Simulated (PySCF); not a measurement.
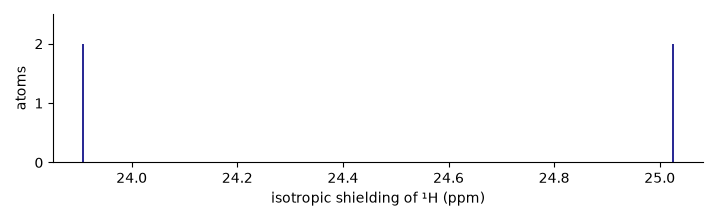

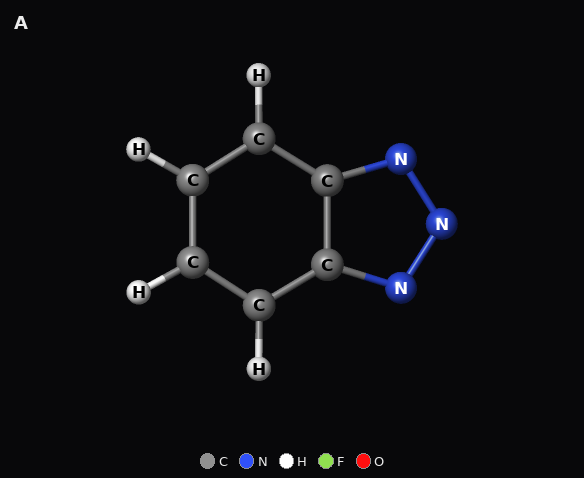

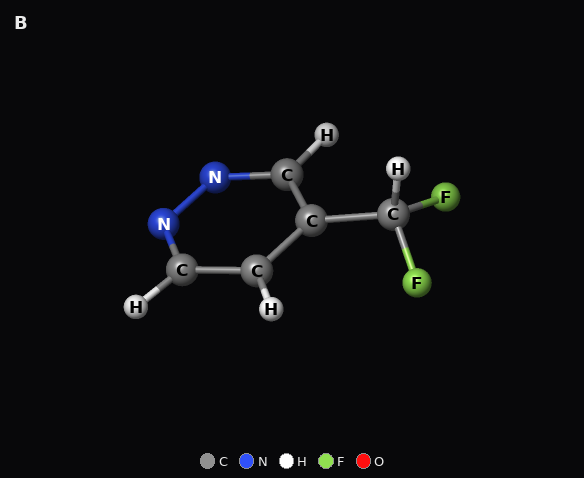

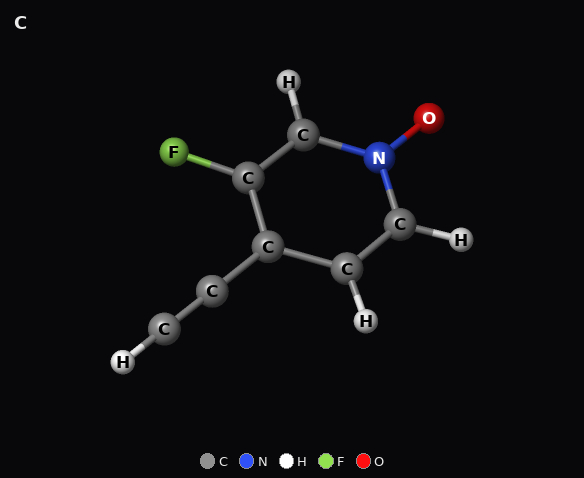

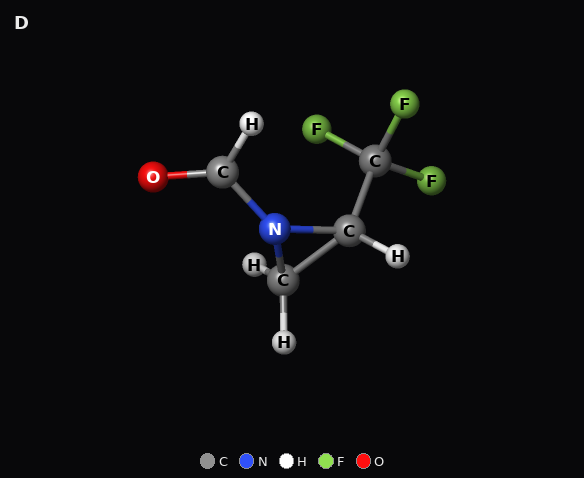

The sticks are computed shieldings of one of the molecules, for one fixed geometry (GFN2-xTB) without averaging over rotations. Low shielding means a high chemical shift. Method: GIAO PBE0/pcSseg-1 NMR shielding, non-relativistic, gas phase (PySCF 2.14.0).

Match the spectrum to a structure.

Answer. A, `c1ccc2[n-]nnc2c1`. Its 4 H atoms give lines at 23.91 (2 atoms), 25.03 (2 atoms) ppm.
